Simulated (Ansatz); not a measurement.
# CuF2H2NOSi: what the fields show

Input file:

```
crystal:
  periodic: [false, false, false]
  atoms:
    - symbol: Cu
      position_ang: [-1.183663, 3.942099, -1.104727]
    - symbol: F
      position_ang: [0.436473, 1.664181, 0.116941]
    - symbol: F
      position_ang: [-1.695767, 0.327664, 0.245414]
    - symbol: "N"
      position_ang: [-0.074476, -0.106477, -1.907717]
    - symbol: O
      position_ang: [-1.466982, 2.242241, -1.650062]
    - symbol: Si
      position_ang: [-0.734625, 1.052862, -0.848184]
    - symbol: H
      position_ang: [0.129545, -1.054063, -1.611230]
    - symbol: H
      position_ang: [-0.310935, -0.051494, -2.891677]
basis:
  gaussian: {orbitals: def2-SVPD}
output: {forces: true, orbitals: {seedname: orbitals}}
hamiltonian: {xc: {name: PBE0}}
magnetization: {spin_polarized: false, initial_magnetization: 0}
```

Run with:

```sh
ansatz run input.yaml --threads 2 --pin off --max-ram 4350MiB --events-out events.jsonl --progress --plain --runs-dir runs
```

Geometry: B3LYP-D3(BJ)/def2-SVP.

Level of theory: isolated molecule in a Gaussian basis; Kohn-Sham density functional theory, functional PBE0 (Ansatz 0.2.0).

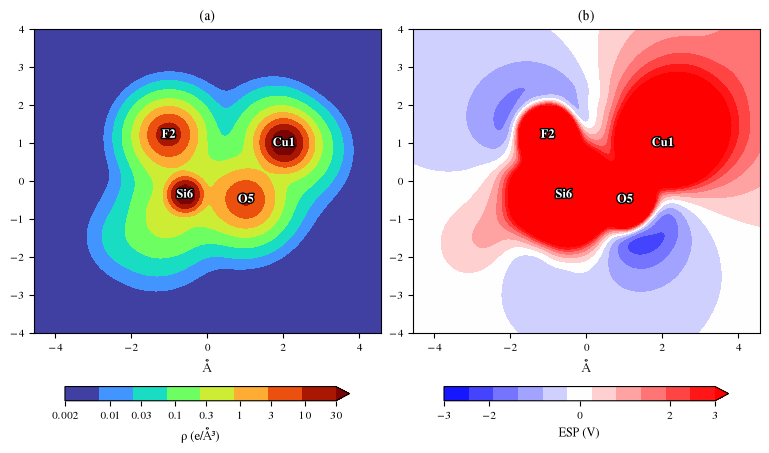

Figure 1. (a) total electron density; (b) electrostatic potential on the plane of atoms Cu1, Si6 and F2.

**What do the fields say about this system?**

Atoms in the plane: Cu, F, O and Si.
Si–O (1.61 Å): the density is about 1.2 e/Å³ at the midpoint.
Si–F (1.64 Å): ρ is about 0.98 e/Å³ halfway.
Cu–O (1.81 Å): the density is about 0.8 e/Å³ at the midpoint.
Cu–Si (2.94 Å): the density is about 0.61 e/Å³ at the midpoint, with its minimum of 0.44 e/Å³ about 1.1 Å from Cu.
Outside the dense part of the molecule the potential is most negative (−2.2 V) near O5.

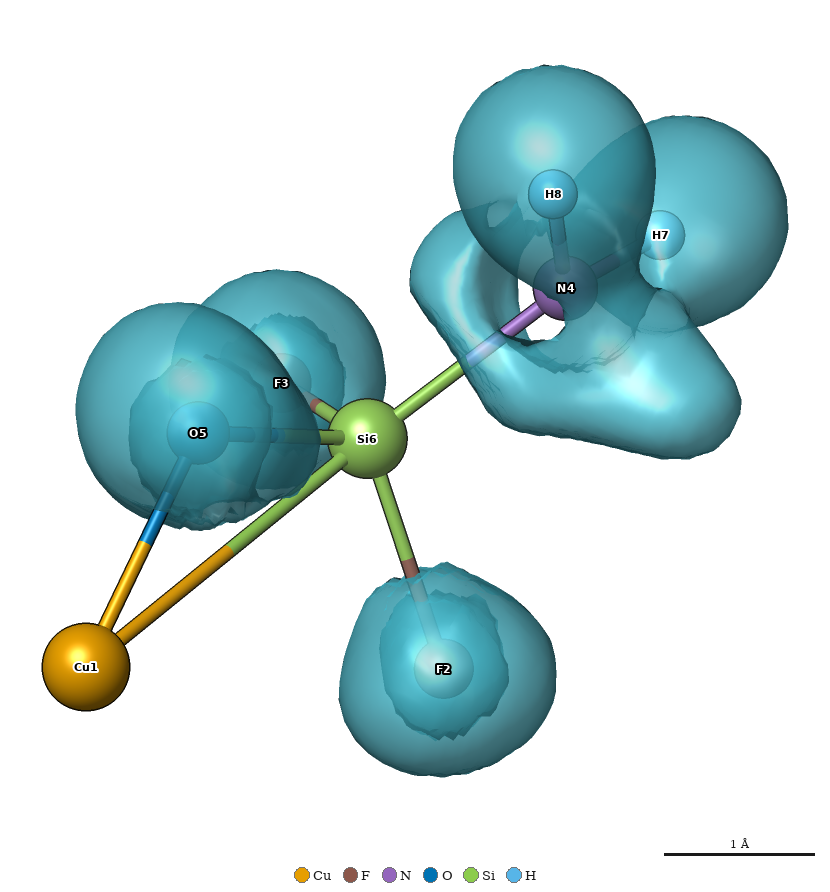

Figure 2. Isosurface of the ELF at 0.8 (cyan), seen at an oblique angle. Only the valence region is drawn (cores and ρ < 0.01 e/Å³ removed).

**Where are the electrons localised?**

At this value the surface marks out two regions wrapped around F (the valence shell of each), one region wrapped around O (its valence shell) and one joined region spread over several atoms (H, N), in which their bonds and any lone pairs are merged. Along the contacts the grid gives the following. Si–O (1.61 Å): the ELF peaks at about 0.85 between the atoms; a short, strongly polar bond. Si–F (1.63 Å): the ELF peaks at about 0.85 in the valence shell of F, 0.6 Å from its nucleus, and is about 0.50 at the midpoint.

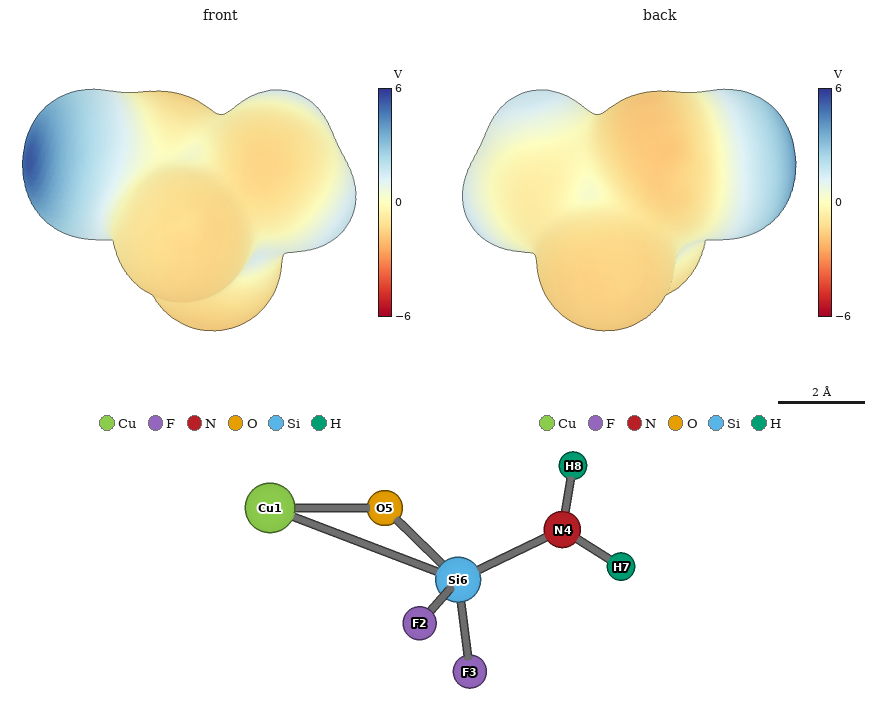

Figure 3. The electrostatic potential painted on the density surface at 0.002 e/bohr³, seen from the front and from behind; red is negative and blue positive. The bare structure is drawn below in the same view.

**Describe the electrostatic potential map.**

The most negative region (about −1.8 V) lies over O5, the most positive (about +5.1 V) over Cu1. O5 is the likeliest acceptor of a hydrogen bond.

**How polar is the molecule by this calculation?**

Its dipole moment is 4.77 D.
